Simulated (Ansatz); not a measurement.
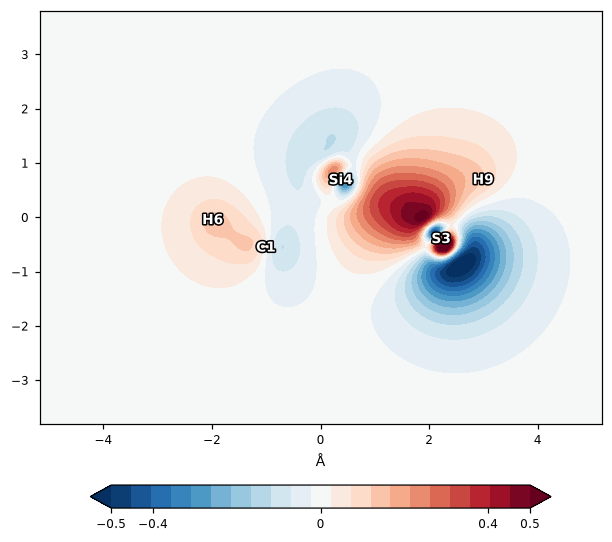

Figure 1: CH5FSSi. The HOMO−1 on the plane of atoms C1, Si4 and S3 (values in Å⁻³ᐟ²; the overall sign is arbitrary).

Geometry: B3LYP-D3(BJ)/def2-SVP.

Theory: isolated molecule in a Gaussian basis; Kohn-Sham density functional theory, functional PBE0 (Ansatz).

```xyz
9

C    -0.2999    0.2390    0.4874
F    -0.0071    1.3433    3.0950
S    -1.3101   -1.4850    3.0287
Si   -1.0376    0.4666    2.1814
H     0.6295   -0.3494    0.5453
H    -0.0602    1.2162    0.0384
H    -1.0028   -0.2869   -0.1779
H    -2.3156    1.2227    2.1820
H    -2.0134   -1.0493    4.0999
```

> Describe this orbital and give its energy.

Its weight (Hirshfeld) is mainly on S3 (about 55 %), Si4 (about 20 %), H8 (about 10 %) and F2 (about 5 %). Its energy is −9.23 eV.
